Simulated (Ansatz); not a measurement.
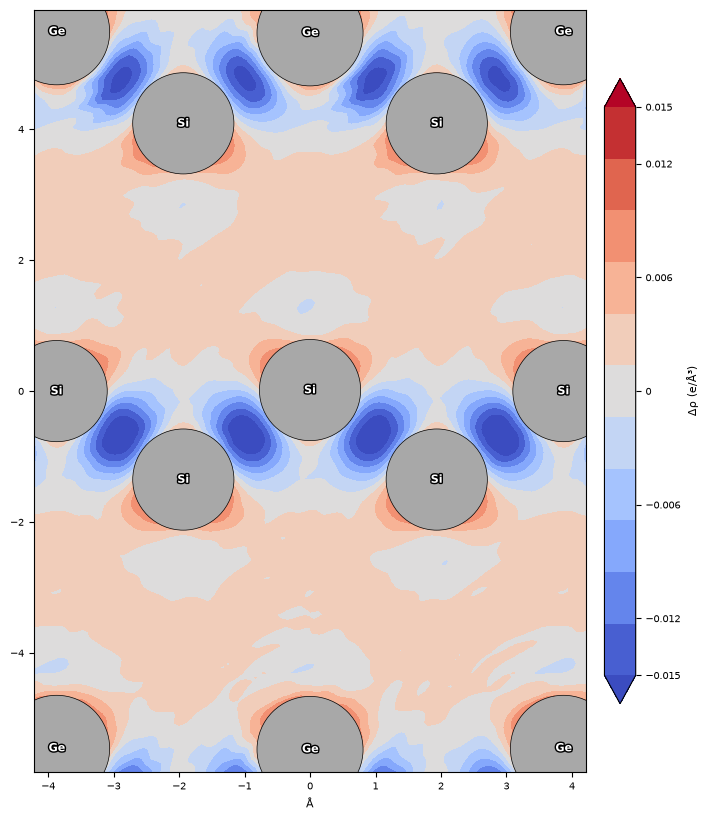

Si$_{13}$Ge$_{3}$. Difference of the valence pseudo-densities of two functionals at the same geometry, on the (11̄0) plane of the calculation cell: PBEsol less r2SCAN.

Both computed with Ansatz (plane waves, PAW), on the same k-point mesh. Grey discs cover the atomic cores.

What does the difference map show?

Against r2SCAN, PBEsol gives a change of −0.020 e/Å³ at the midpoint of Si–Si and −0.016 e/Å³ at the midpoint of Si–Ge.
